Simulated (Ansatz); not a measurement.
# FGeH₆NSi: what the fields show

The calculation's input:

```
basis:
  gaussian: {orbitals: def2-TZVPD}
crystal:
  periodic: [false, false, false]
  atoms:
    - {symbol: F, position_ang: [-0.595777, -0.742535, -0.306759]}
    - {symbol: Ge, position_ang: [-1.809889, -0.620019, 2.706375]}
    - {symbol: N, position_ang: [-2.908585, 0.843342, -0.093461]}
    - {symbol: Si, position_ang: [-1.401592, 0.378219, 0.582161]}
    - {symbol: H, position_ang: [-3.711186, 0.222078, -0.067581]}
    - {symbol: H, position_ang: [-2.963140, 1.485207, -0.879023]}
    - {symbol: H, position_ang: [-0.527040, 1.579407, 0.608906]}
    - {symbol: H, position_ang: [-2.940941, -1.666012, 2.579382]}
    - {symbol: H, position_ang: [-2.261024, 0.439633, 3.734295]}
    - {symbol: H, position_ang: [-0.559740, -1.333209, 3.259791]}
hamiltonian: {xc: pbe0}
output: {forces: true, orbitals: {seedname: orbitals}}
```

Command:

```sh
ansatz run input.yaml --threads 2 --pin off --max-ram 4350MiB --events-out events.jsonl --progress --plain --runs-dir runs
```

Geometry: B3LYP-D3(BJ)/def2-SVP.

Level of theory: Ansatz 0.2.0, isolated molecule in a Gaussian basis; Kohn-Sham density functional theory, functional PBE0.

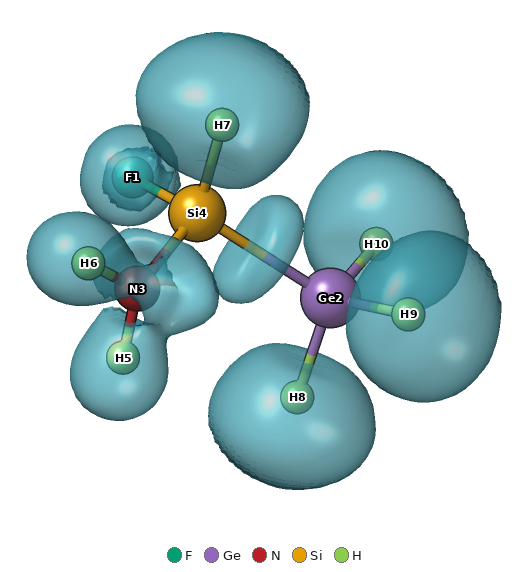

Figure 1. Isosurface of the ELF at 0.8 (cyan), seen at a tilt. Core shells and regions of very low density are left out.

**What do the ELF domains correspond to?**

At this value the surface marks out one region between bonded Ge–Si atoms (shared pairs), four regions around hydrogen nuclei, one region wrapped around F (its valence shell) and one joined region spread over several atoms (H, N), in which their bonds and any lone pairs are merged. Profiles from the grid: Si–F (1.64 Å): the ELF peaks at about 0.85 in the valence shell of F, 0.6 Å from its nucleus, and is about 0.55 at the midpoint. Si–N (1.72 Å): the ELF peaks at about 0.90 between the atoms; a shared but strongly polarised pair.

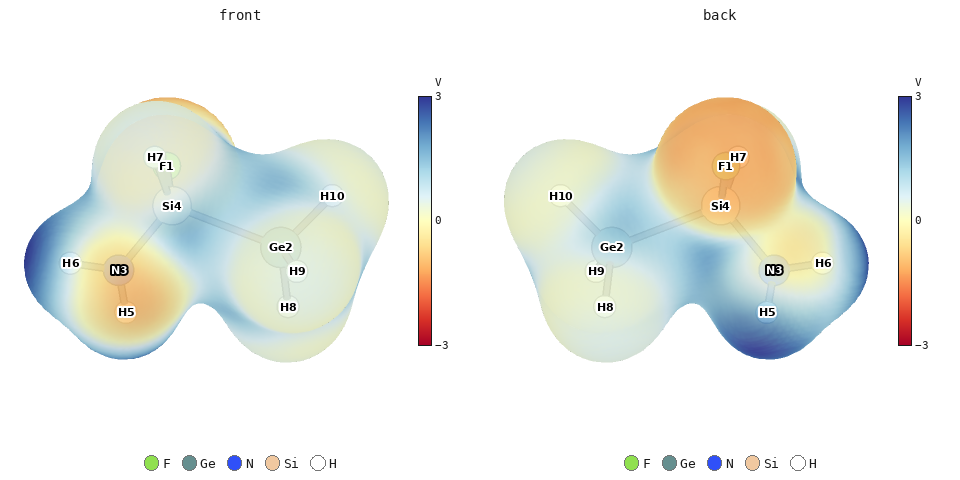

Figure 2. The electrostatic potential painted on the density surface at 0.004 e/bohr³, seen from the front and from behind; the colour scale runs from red (negative) to blue (positive).

**Describe the electrostatic potential map.**

The most negative region (about −1.2 V) lies over F1, the most positive (about +2.9 V) over H5 and H6.

**How polar is the molecule by this calculation?**

Its dipole moment is 1.90 D.

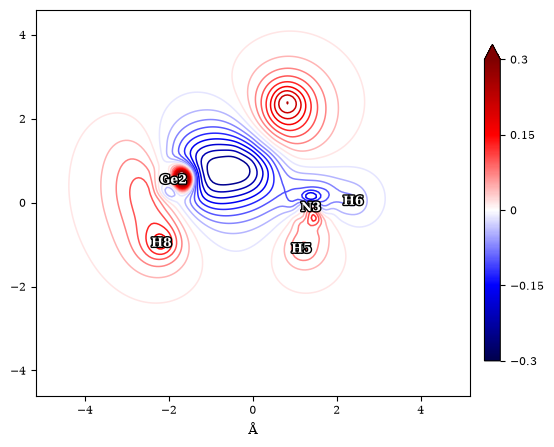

Figure 3. The HOMO−1 on the plane of atoms H5, N3 and H6 (values in Å⁻³ᐟ²; the overall sign is arbitrary).

**Where does this orbital lie, and at what energy?**

Its weight (Hirshfeld) is mainly on N3 (about 40 %), Si4 (about 20 %), Ge2 (about 15 %) and H7 (about 5 %). Its energy is −8.36 eV.
